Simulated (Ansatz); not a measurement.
# GeHBr₂ (doublet): wave-function methods side by side, cc-pVDZ

How much of the correlation energy of GeHBr₂ (doublet) does each wave-function method recover here?

Method: cc-pVDZ, core rule «outside noble gas», up to 42 orbitals frozen; program: Ansatz 0.2.0, Gaussian basis.

Plan: UHF; CCSD(T) on ROHF; CCSD(T) on UHF; BCCD(T) on ROHF; CISD as a restricted active space (open shells left free, so some higher excitations enter); CCSDT(Q) on ROHF; CCSDT(Q) on UHF; CASSCF and MRCISD+Q, 19 electrons in 13 orbitals; CASSCF and NEVPT2, 19 electrons in 13 orbitals.

9 further runs of the same task are left out: 5 that didn't finish, 4 set aside as unsound or not needed. Runs told in other sessions of the task aren't counted.

### Step 1. The geometry

The geometry is a PBE0/def2-TZVP stationary point (not a proven minimum). No spin-orbit coupling is included. The filled d shell of Ge, Br may be among the frozen orbitals whatever the setting's name suggests.

4 atoms, charge 0, spin multiplicity 2.

Atoms are counted from 1 here; the program's logs count them from 0.

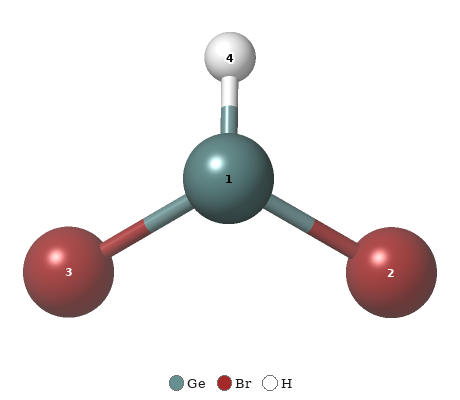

The geometry (germanium teal, bromine red, hydrogen white); atoms are numbered from 1 in the order of the file.

In the tables R marks a restricted open-shell determinant and U an unrestricted one; 'valence' is the active space of 19 electrons in 13 orbitals; energies count from the table's Hartree-Fock row.

### Step 2. UHF

File in.yaml:

```yaml
crystal:
  periodic: [false, false, false]
  atoms:
    - {symbol: Ge, position_ang: [-0.056814, -0.905541, 0.000000]}
    - {symbol: Br, position_ang: [0.018054, 0.422813, -1.886547]}
    - {symbol: Br, position_ang: [0.018054, 0.422813, 1.886547]}
    - {symbol: H, position_ang: [1.231984, -1.776227, 0.000000]}
basis:
  gaussian: {orbitals: cc-pVDZ}
magnetization: {spin_polarized: true, initial_magnetization: 1}
hamiltonian: {xc: hf}
output: {orbitals: {seedname: orbitals}}
```

Run with:

```console
$ ansatz run in.yaml --threads 1 --pin off --events-out ev --progress --plain --max-ram 2560MiB --backend cpu
```

Output:

```text
Functional definition: HF
  name "HF"
  cite "Fock, Z. Phys. 61, 126 (1930) doi:10.1007/BF01340294"
  parent pbe
  exchange = exact_x
  correlation = 0
1001 factors; integrals over basis functions are off by at most 1.0e-3 eV
mean field evaluation 1: about -196485.4162 eV, gradient 1.1e1 eV
mean field evaluation 2: about -196485.4179 eV, gradient 1.1e1 eV
mean field evaluation 4: about -196486.6023 eV, gradient 1.6e0 eV
mean field evaluation 8: about -196486.6642 eV, gradient 4.0e-2 eV
mean field -196486.66419069 eV, -7220.7517255636 hartree, gradient 7.2e-5 eV, S^2 0.757712; 0 other end points of the search recorded, 0 dependent functions left out
reference -196486.66419069 eV, -7220.7517255636 hartree; 52, 51 occupied and 34, 35 virtual orbitals, 1001 factors
Total energy: -196486.66419069 eV, -7220.7517255636 hartree
```

Run time: 3.7 s. Hardware: 1 thread of AMD EPYC 7R13, shared host; peak memory 0.35 GiB.

From the report: ⟨S²⟩ of the determinant 0.758 (pure doublet: 0.75).

### Step 3. CCSD(T) on ROHF

in.yaml, as its differences from that of step 2:

```diff
@@ -9,4 +9,4 @@
   gaussian: {orbitals: cc-pVDZ}
-magnetization: {spin_polarized: true, initial_magnetization: 1}
-hamiltonian: {xc: hf}
-output: {orbitals: {seedname: orbitals}}
+magnetization: {spin_polarized: false, initial_magnetization: 1}
+correlation: {method: ccsd_t, electrons: outside_noble_gas}
+output: {forces: true}
```

Same command.

Output, shortened:

```text
Functional definition: HF
  name "HF"
  cite "Fock, Z. Phys. 61, 126 (1930) doi:10.1007/BF01340294"
  parent pbe
[...]
1001 factors; integrals over basis functions are off by at most 1.0e-3 eV
[...]
mean field -196486.60536758 eV, -7220.7495638541 hartree, gradient 1.5e-6 eV, S^2 0.750000; 0 other end points of the search recorded, 0 dependent functions left out
42 core orbitals not correlated: weight in the atoms' cores, before any rotation towards them, 0.999 or more for the frozen orbitals, at most 0.000 for the correlated occupied ones
reference -196486.60536758 eV, -7220.7495638541 hartree; 10, 9 occupied and 34, 35 virtual orbitals, 1001 factors
second order -8.19519720 eV of doubles, -0.03254642 eV of singles
cycle   1  -8.83404007 eV  change   -6.1e-1 eV  update   7.3e-2
[...]
cycle  13  -9.09075184 eV  change    1.4e-6 eV  update   1.4e-6
perturbative correction -0.21778888 eV, -0.0080035938 hartree
[...]
Total energy: -196495.91390831 eV, -7221.0916464162 hartree
Atom 0 at    -0.056814    -0.905541     0.000000 Å, force     0.006471    -0.359836    -0.000000 eV/Å
Atom 1 at     0.018054     0.422813    -1.886547 Å, force    -0.009643     0.206161    -0.346514 eV/Å
Atom 2 at     0.018054     0.422813     1.886547 Å, force    -0.009643     0.206161     0.346514 eV/Å
Atom 3 at     1.231984    -1.776227     0.000000 Å, force     0.012814    -0.052487     0.000000 eV/Å
Dipole moment:    -0.008497    -0.314441     0.000000 e Å
```

Run time: 22 s. Hardware: 1 thread of AMD EPYC 7R13, shared host; peak memory 0.41 GiB.

From the report: correlation -9.3085 eV; T1 0.018; largest double amplitude 0.03.

### Step 4. CCSD(T) on UHF

in.yaml, as its differences from that of step 3:

```diff
@@ -9,3 +9,3 @@
   gaussian: {orbitals: cc-pVDZ}
-magnetization: {spin_polarized: false, initial_magnetization: 1}
+magnetization: {spin_polarized: true, initial_magnetization: 1}
 correlation: {method: ccsd_t, electrons: outside_noble_gas}
```

Same command.

Output, shortened:

```text
Functional definition: HF
  name "HF"
  cite "Fock, Z. Phys. 61, 126 (1930) doi:10.1007/BF01340294"
  parent pbe
[...]
1001 factors; integrals over basis functions are off by at most 1.0e-3 eV
[...]
mean field -196486.66419069 eV, -7220.7517255636 hartree, gradient 2.9e-6 eV, S^2 0.757711; 0 other end points of the search recorded, 0 dependent functions left out
42 core orbitals not correlated: weight in the atoms' cores, before any rotation towards them, 0.999 or more for the frozen orbitals, at most 0.000 for the correlated occupied ones
reference -196486.66419069 eV, -7220.7517255636 hartree; 10, 9 occupied and 34, 35 virtual orbitals, 1001 factors
second order -8.17510996 eV of doubles, -0.00000000 eV of singles
cycle   1  -8.78306958 eV  change   -6.1e-1 eV  update   7.2e-2
[...]
cycle  13  -9.03641735 eV  change    1.2e-6 eV  update   1.5e-6
perturbative correction -0.21653405 eV, -0.0079574796 hartree
[...]
Total energy: -196495.91714210 eV, -7221.0917652557 hartree
Atom 0 at    -0.056814    -0.905541     0.000000 Å, force     0.007145    -0.360311    -0.000000 eV/Å
Atom 1 at     0.018054     0.422813    -1.886547 Å, force    -0.009604     0.206101    -0.346321 eV/Å
Atom 2 at     0.018054     0.422813     1.886547 Å, force    -0.009604     0.206101     0.346321 eV/Å
Atom 3 at     1.231984    -1.776227     0.000000 Å, force     0.012063    -0.051892     0.000000 eV/Å
Dipole moment:    -0.008963    -0.315039     0.000000 e Å
```

Run time: 20 s. Hardware: 1 thread of AMD EPYC 7R13, shared host; peak memory 0.42 GiB.

From the report: ⟨S²⟩ of the determinant 0.758 (pure doublet: 0.75); correlation -9.2530 eV; T1 0.014; largest double amplitude 0.03.

### Step 5. BCCD(T) on ROHF

in.yaml, as its differences from that of step 4:

```diff
@@ -9,4 +9,3 @@
   gaussian: {orbitals: cc-pVDZ}
-magnetization: {spin_polarized: true, initial_magnetization: 1}
-correlation: {method: ccsd_t, electrons: outside_noble_gas}
-output: {forces: true}
+magnetization: {spin_polarized: false, initial_magnetization: 1}
+correlation: {method: bccd_t, electrons: outside_noble_gas}
```

Launched as before.

Output, shortened:

```text
Functional definition: HF
  name "HF"
  cite "Fock, Z. Phys. 61, 126 (1930) doi:10.1007/BF01340294"
  parent pbe
[...]
1001 factors; integrals over basis functions are off by at most 1.0e-3 eV
[...]
mean field -196486.60536758 eV, -7220.7495638541 hartree, gradient 1.5e-6 eV, S^2 0.750000; 0 other end points of the search recorded, 0 dependent functions left out
42 core orbitals not correlated: weight in the atoms' cores, before any rotation towards them, 0.999 or more for the frozen orbitals, at most 0.000 for the correlated occupied ones
reference -196486.60536758 eV, -7220.7495638541 hartree; 10, 9 occupied and 34, 35 virtual orbitals, 1001 factors
second order -8.19519720 eV of doubles, -0.03254642 eV of singles
cycle   1  -8.85058518 eV  change   -6.2e-1 eV  update   7.2e-2
[...]
cycle  11  -9.07971663 eV  change   -2.9e-7 eV  update   1.0e-5
perturbative correction -0.23044178 eV, -0.0084685791 hartree
Total energy: -196495.91552599 eV, -7221.0917058649 hartree
```

Wall time 11 s (1 thread of AMD EPYC 7R13, shared host); peak memory 0.35 GiB.

From the report: correlation -9.3102 eV; largest double amplitude 0.03.

### Step 6. CISD as a restricted active space (open shells left free, so some higher excitations enter)

in.yaml, as its differences from that of step 5:

```diff
@@ -10,2 +10,2 @@
 magnetization: {spin_polarized: false, initial_magnetization: 1}
-correlation: {method: bccd_t, electrons: outside_noble_gas}
+correlation: {active_space: {ras: {orbitals: [9, 1, 34], electrons: 19, max_holes: 2, max_particles: 2}, fixed_orbitals: true}}
```

Same command.

Output:

```text
Functional definition: HF
  name "HF"
  cite "Fock, Z. Phys. 61, 126 (1930) doi:10.1007/BF01340294"
  parent pbe
  exchange = exact_x
  correlation = 0
1001 factors; integrals over basis functions are off by at most 1.0e-3 eV
mean field evaluation 1: about -196485.4118 eV, gradient 1.5e1 eV
mean field evaluation 2: about -196485.4135 eV, gradient 1.5e1 eV
mean field evaluation 4: about -196486.5591 eV, gradient 1.7e0 eV
mean field evaluation 8: about -196486.6054 eV, gradient 1.8e-4 eV
mean field -196486.60536758 eV, -7220.7495638541 hartree, gradient 1.5e-6 eV, S^2 0.750000; 0 other end points of the search recorded, 0 dependent functions left out
reference -196486.60536758 eV, -7220.7495638541 hartree; 52, 51 occupied and 34, 35 virtual orbitals, 1001 factors
state -196494.66966560 eV, -7221.0459213400 hartree
Total energy: -196494.66966560 eV, -7221.0459213400 hartree
```

It took 12 s on 1 thread of AMD EPYC 7R13, shared host; peak memory 0.3 GiB.

From the report: 120,704 determinants.

### Step 7. CCSDT(Q) on ROHF

in.yaml, as its differences from that of step 6:

```diff
@@ -10,2 +10,2 @@
 magnetization: {spin_polarized: false, initial_magnetization: 1}
-correlation: {active_space: {ras: {orbitals: [9, 1, 34], electrons: 19, max_holes: 2, max_particles: 2}, fixed_orbitals: true}}
+correlation: {method: ccsdt_q, electrons: outside_noble_gas}
```

Run with:

```console
$ ansatz run in.yaml --threads 2 --pin off --events-out ev --progress --plain --max-ram 15360MiB --backend cuda --devices 0, --max-vram 18GiB
```

Output, shortened:

```text
Functional definition: HF
  name "HF"
  cite "Fock, Z. Phys. 61, 126 (1930) doi:10.1007/BF01340294"
  parent pbe
[...]
1709 factors; integrals over basis functions are off by at most 2.1e-7 eV
[...]
mean field -196486.60564415 eV, -7220.7495740179 hartree, gradient 2.5e-6 eV, S^2 0.750000; 0 other end points of the search recorded, 0 dependent functions left out
42 core orbitals not correlated: weight in the atoms' cores, before any rotation towards them, 0.999 or more for the frozen orbitals, at most 0.000 for the correlated occupied ones
reference -196486.60564415 eV, -7220.7495740179 hartree; 10, 9 occupied and 34, 35 virtual orbitals, 1709 factors
second order -8.19520509 eV of doubles, -0.03254641 eV of singles
cycle   1  -8.83404060 eV  change   -6.1e-1 eV  update   8.5e-2
[...]
cycle  16  -9.33413159 eV  change   -2.4e-7 eV  update   1.4e-6
perturbative correction -0.01915002 eV, -0.0007037502 hartree
Total energy: -196495.95892577 eV, -7221.0933007772 hartree
```

Wall time 14 s (1 × H100 (card shared with other runs) with 2 threads of AMD EPYC 7R13, shared host); peak host memory 1 GiB.

From the report: correlation -9.3533 eV; T1 0.019; largest double amplitude 0.03.

### Step 8. CCSDT(Q) on UHF

in.yaml, as its differences from that of step 7:

```diff
@@ -9,3 +9,3 @@
   gaussian: {orbitals: cc-pVDZ}
-magnetization: {spin_polarized: false, initial_magnetization: 1}
+magnetization: {spin_polarized: true, initial_magnetization: 1}
 correlation: {method: ccsdt_q, electrons: outside_noble_gas}
```

The command is unchanged.

Output, shortened:

```text
Functional definition: HF
  name "HF"
  cite "Fock, Z. Phys. 61, 126 (1930) doi:10.1007/BF01340294"
  parent pbe
[...]
1709 factors; integrals over basis functions are off by at most 2.1e-7 eV
[...]
mean field -196486.66446745 eV, -7220.7517357343 hartree, gradient 4.4e-6 eV, S^2 0.757711; 0 other end points of the search recorded, 0 dependent functions left out
42 core orbitals not correlated: weight in the atoms' cores, before any rotation towards them, 0.999 or more for the frozen orbitals, at most 0.000 for the correlated occupied ones
reference -196486.66446745 eV, -7220.7517357343 hartree; 10, 9 occupied and 34, 35 virtual orbitals, 1709 factors
second order -8.17511737 eV of doubles, -0.00000000 eV of singles
cycle   1  -8.78306975 eV  change   -6.1e-1 eV  update   8.4e-2
[...]
cycle  16  -9.27865990 eV  change   -3.9e-7 eV  update   1.4e-6
perturbative correction -0.02068074 eV, -0.0007600031 hartree
Total energy: -196495.96380809 eV, -7221.0934801995 hartree
```

It took 7.5 s on 1 × H100 (card shared with other runs) with 2 threads of AMD EPYC 7R13, shared host; peak host memory 0.93 GiB.

From the report: ⟨S²⟩ of the determinant 0.758 (pure doublet: 0.75); correlation -9.2993 eV; T1 0.015; largest double amplitude 0.03.

### Step 9. CASSCF and MRCISD+Q, 19 electrons in 13 orbitals

in.yaml, as its differences from that of step 8:

```diff
@@ -9,3 +9,3 @@
   gaussian: {orbitals: cc-pVDZ}
-magnetization: {spin_polarized: true, initial_magnetization: 1}
-correlation: {method: ccsdt_q, electrons: outside_noble_gas}
+magnetization: {spin_polarized: false, initial_magnetization: 1}
+correlation: {method: fic_mrcisd_q, electrons: outside_noble_gas, active_space: {window: {electrons: 19, orbitals: 13}, shells: [{species: Br, l: s, shell: 4}, {species: Br, l: p, shell: 4}, {species: Ge, l: s, shell: 4}, {species: Ge, l: p, shell: 4}, {species: H, l: s, shell: 1}]}}
```

Launched as before.

Output, shortened:

```text
Functional definition: HF
  name "HF"
  cite "Fock, Z. Phys. 61, 126 (1930) doi:10.1007/BF01340294"
  parent pbe
[...]
1709 factors; integrals over basis functions are off by at most 2.1e-7 eV
[...]
mean field -196486.60564415 eV, -7220.7495740179 hartree, gradient 2.5e-6 eV, S^2 0.750000; 0 other end points of the search recorded, 0 dependent functions left out
reference -196486.60564415 eV, -7220.7495740179 hartree; 52, 51 occupied and 34, 35 virtual orbitals, 1709 factors
state -196487.88942047 eV, -7220.7967519272 hartree
contracted CI cycle   1: correlation 0.00000000 eV, 0.0000000000 hartree, residual 2.16e1 eV
contracted CI cycle   2: correlation -6.91526077 eV, -0.2541311459 hartree, residual 3.67e0 eV
contracted CI cycle   3: correlation -7.13316918 eV, -0.2621391323 hartree, residual 7.10e-1 eV
contracted CI cycle   4: correlation -7.14170720 eV, -0.2624528989 hartree, residual 1.44e-1 eV
contracted CI cycle   5: correlation -7.14203493 eV, -0.2624649428 hartree, residual 2.70e-2 eV
contracted CI cycle   6: correlation -7.14204636 eV, -0.2624653628 hartree, residual 5.28e-3 eV
contracted CI cycle   7: correlation -7.14204682 eV, -0.2624653794 hartree, residual 1.14e-3 eV
contracted CI cycle   8: correlation -7.14204684 eV, -0.2624653802 hartree, residual 2.43e-4 eV
state -196487.88942047 eV, -7220.7967519272 hartree; corrected -196495.85657906 eV, -7221.0895396054 hartree
Total energy: -196495.85657906 eV, -7221.0895396054 hartree
Checks for a lower state left out: starts, orbital_swaps
```

Wall time 25 s (1 × H100 (card shared with other runs) with 2 threads of AMD EPYC 7R13, shared host); peak host memory 1.6 GiB.

From the report: 102,280 determinants; active occupations 2.00, 2.00, 2.00, 2.00, 2.00, 1.99, 1.98, 1.98, 1.97, 1.01, 0.03, 0.02, 0.02.

### Step 10. CASSCF and NEVPT2, 19 electrons in 13 orbitals

File in.yaml:

```yaml
crystal:
  periodic: [false, false, false]
  atoms:
    - {symbol: Ge, position_ang: [-0.056814, -0.905541, 0.000000]}
    - {symbol: Br, position_ang: [0.018054, 0.422813, -1.886547]}
    - {symbol: Br, position_ang: [0.018054, 0.422813, 1.886547]}
    - {symbol: H, position_ang: [1.231984, -1.776227, 0.000000]}
basis:
  gaussian: {orbitals: cc-pVDZ}
magnetization: {spin_polarized: false, initial_magnetization: 1}
correlation: {method: sc_nevpt2, electrons: outside_noble_gas, active_space: {window: {electrons: 19, orbitals: 13}, shells: [{species: Br, l: s, shell: 4}, {species: Br, l: p, shell: 4}, {species: Ge, l: s, shell: 4}, {species: Ge, l: p, shell: 4}, {species: H, l: s, shell: 1}]}}
```

The command is unchanged.

Output:

```text
Functional definition: HF
  name "HF"
  cite "Fock, Z. Phys. 61, 126 (1930) doi:10.1007/BF01340294"
  parent pbe
  exchange = exact_x
  correlation = 0
1709 factors; integrals over basis functions are off by at most 2.1e-7 eV
mean field evaluation 1: about -196485.4067 eV, gradient 1.5e1 eV
mean field evaluation 2: about -196485.4127 eV, gradient 1.5e1 eV
mean field evaluation 4: about -196486.5607 eV, gradient 1.7e0 eV
mean field evaluation 8: about -196486.6056 eV, gradient 1.8e-4 eV
mean field -196486.60564415 eV, -7220.7495740179 hartree, gradient 2.5e-6 eV, S^2 0.750000; 0 other end points of the search recorded, 0 dependent functions left out
reference -196486.60564415 eV, -7220.7495740179 hartree; 52, 51 occupied and 34, 35 virtual orbitals, 1709 factors
state -196487.88942047 eV, -7220.7967519272 hartree
state -196487.88942047 eV, -7220.7967519272 hartree; corrected -196494.24033385 eV, -7221.0301436891 hartree
Total energy: -196494.24033385 eV, -7221.0301436891 hartree
Checks for a lower state left out: starts, orbital_swaps
```

Wall time 6.5 s (1 × H100 (card shared with other runs) with 2 threads of AMD EPYC 7R13, shared host); peak host memory 0.85 GiB.

From the report: 102,280 determinants; active occupations 2.00, 2.00, 2.00, 2.00, 2.00, 1.99, 1.98, 1.98, 1.97, 1.01, 0.03, 0.02, 0.02.

### Step 11. How many determinants matter

Natural occupations of the CASSCF valence state about the gap (report; correlated orbitals 6 to 13): 1.995, 1.983, 1.976, 1.971, 1.006, 0.034, 0.023, 0.021. The count of effectively unpaired electrons, Σ n²(2 − n)², is 1.02; a single determinant of this spin has 1.

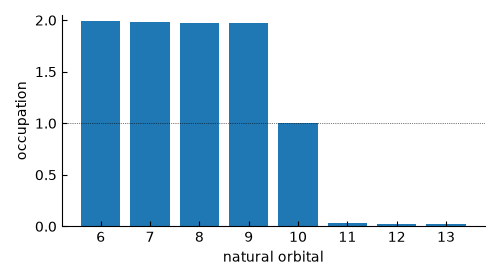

Natural occupations of the CASSCF valence state.

### Step 12. All levels against the top one

The yardstick is UCCSDT(Q), where the cluster series has nearly closed. Rows without a time are mean-field rows or come out of runs for another level: lower rungs of the coupled-cluster runs, CASSCF and MRCISD of the multireference runs, or the Hartree-Fock search. The times of RCCSD(T), UCCSD(T) include forces.

```tsv
method	energy from the lowest ROHF (kcal/mol)	from UCCSDT(Q) (kcal/mol)	time
ROHF	0.00	+215.81	
UHF	-1.36	+214.45	
RMP2	-189.74	+26.07	
UMP2	-189.88	+25.93	
CISD	-185.97	+29.84	12 s
RCCSD	-209.64	+6.17	
UCCSD	-209.74	+6.07	
RCCSD(T)	-214.66	+1.15	22 s
UCCSD(T)	-214.73	+1.08	20 s
BCCD(T)	-214.70	+1.11	11 s
RCCSDT	-215.26	+0.55	
UCCSDT	-215.33	+0.48	
RCCSDT(Q)	-215.70	+0.11	14 s (GPU)
UCCSDT(Q)	-215.81	0	7.5 s (GPU)
CASSCF valence	-29.61	+186.20	
NEVPT2 valence	-176.07	+39.74	6.5 s (GPU)
MRCISD valence	-194.31	+21.50	
MRCISD+Q valence	-213.34	+2.47	25 s (GPU)
```

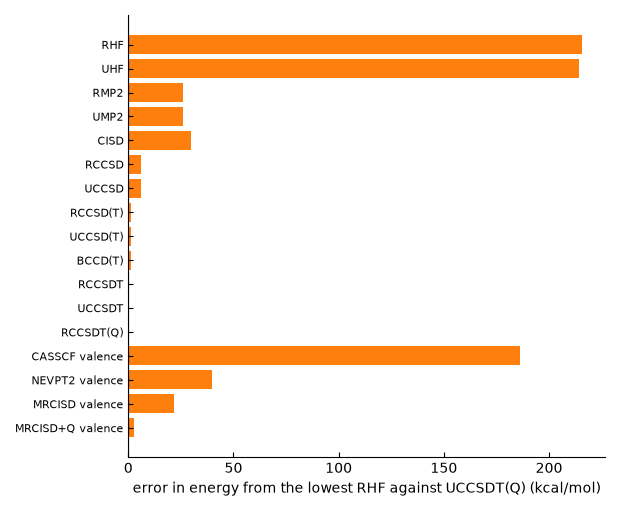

How far each level lands from UCCSDT(Q).

Some runs used a GPU and others CPU threads alone; cost is compared among the CPU runs only.

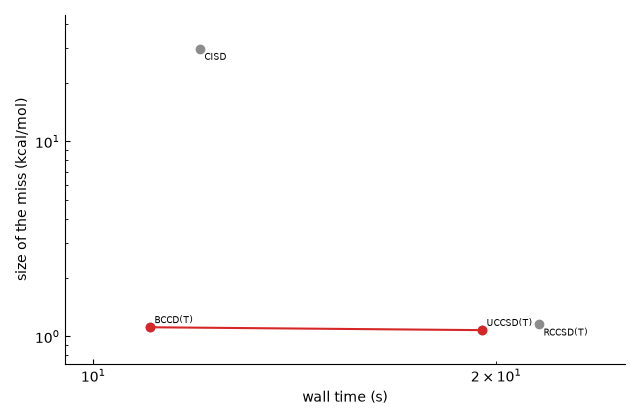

Miss against cost. Red marks the levels that no quicker level drawn beats. Times are from a shared host.

With the free atoms at the same levels and basis (separate runs), the atomisation energy is 7.969 eV at UCCSDT(Q), 7.957 eV at RCCSD(T), 7.946 eV at UCCSD(T), 6.319 eV at ROHF.

### Step 13. Summary of results

| quantity | value |
| --- | --- |
| UCCSDT(Q) from the ROHF energy | -9.3584 eV |
| RMP2 from UCCSDT(Q) | +26.07 kcal/mol |
| UMP2 from UCCSDT(Q) | +25.93 kcal/mol |
| RCCSD from UCCSDT(Q) | +6.17 kcal/mol |
| RCCSD(T) from UCCSDT(Q) | +1.15 kcal/mol |
| UCCSD(T) from UCCSDT(Q) | +1.08 kcal/mol |
| RCCSDT(Q) from UCCSDT(Q) | +0.11 kcal/mol |
| NEVPT2 valence from UCCSDT(Q) | +39.74 kcal/mol |
| MRCISD+Q valence from UCCSDT(Q) | +2.47 kcal/mol |
| levels within 1 kcal/mol (43 meV) | RCCSDT, UCCSDT, RCCSDT(Q) |
| T1 diagnostic | 0.018 |
| effectively unpaired electrons | 1.02 |

RCCSD(T) lands +1.15 kcal/mol from the yardstick (0.5 % of the correlation energy). One determinant dominates. Of the multireference levels listed MRCISD+Q valence comes nearest in total energy (+2.47 kcal/mol), which doesn't show that its space is the better one. These misses are within one basis, not against nature; the frozen cores of restricted and unrestricted runs differ, which can shift their rows.

With open shells the CI space here admits some higher excitations, so it is larger than plain CISD.

UCCSD(T) reaches 1.08 kcal/mol from the reference in 20 s; the quickest level in the cost chart, BCCD(T), takes 11 s and misses by 1.11 kcal/mol.
